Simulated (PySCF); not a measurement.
C$_{6}$H$_{5}$FSe (SMILES Fc1ccccc1[SeH])

```json
{"atom": "F", "x (Å)": "1.3252", "y (Å)": "2.0638", "z (Å)": "0.0719"}
{"atom": "C", "x (Å)": "0.4873", "y (Å)": "1.0008", "z (Å)": "0.0439"}
{"atom": "C", "x (Å)": "-0.8729", "y (Å)": "1.2121", "z (Å)": "0.1353"}
{"atom": "C", "x (Å)": "-1.7273", "y (Å)": "0.1227", "z (Å)": "0.1011"}
{"atom": "C", "x (Å)": "-1.2122", "y (Å)": "-1.1573", "z (Å)": "-0.0221"}
{"atom": "C", "x (Å)": "0.1531", "y (Å)": "-1.3558", "z (Å)": "-0.1097"}
{"atom": "C", "x (Å)": "1.0253", "y (Å)": "-0.2741", "z (Å)": "-0.0774"}
{"atom": "Se", "x (Å)": "2.9080", "y (Å)": "-0.5700", "z (Å)": "-0.2001"}
{"atom": "H", "x (Å)": "-1.2443", "y (Å)": "2.2203", "z (Å)": "0.2311"}
{"atom": "H", "x (Å)": "-2.7928", "y (Å)": "0.2751", "z (Å)": "0.1712"}
{"atom": "H", "x (Å)": "-1.8765", "y (Å)": "-2.0072", "z (Å)": "-0.0498"}
{"atom": "H", "x (Å)": "0.5581", "y (Å)": "-2.3537", "z (Å)": "-0.2058"}
{"atom": "H", "x (Å)": "3.2645", "y (Å)": "0.8239", "z (Å)": "-0.1073"}
```

Geometry: GFN2-xTB.

The calculation used PySCF 2.14.0, B3LYP/def2-SVPD, SCF density, gas phase.

Predict the electron density and electron localisation function between the atoms.

C–F (1.35 Å): the density is about 2.2 e/Å³ at the midpoint, with its minimum of 1.7 e/Å³ about 0.5 Å from C; the ELF peaks at about 0.85 between the atoms (a shared but strongly polarised pair).
C–C (1.38 Å): ρ at the midpoint is about 2.2 e/Å³; the ELF peaks at about 0.95 between the atoms; localised, covalent bonding.
C–Se (1.91 Å): ρ at the midpoint is about 1.1 e/Å³; the ELF peaks at about 0.90 between the atoms: localised, covalent bonding.
C–H (1.08 Å): ρ is about 2 e/Å³ halfway; the ELF climbs to about 1 towards the hydrogen, as it does in any bond to H: an ordinary covalent bond to hydrogen.

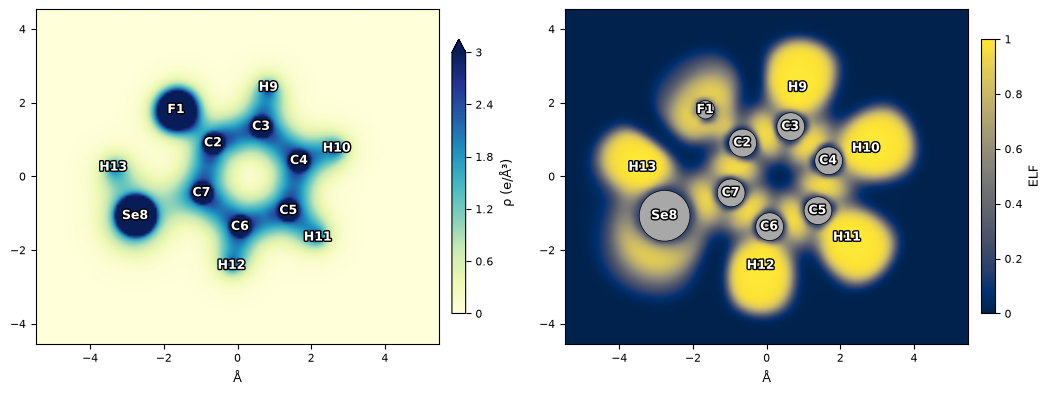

Computed electron density and electron localisation function on the molecular plane, in this order. Grey discs cover the atomic cores in the ELF map. 
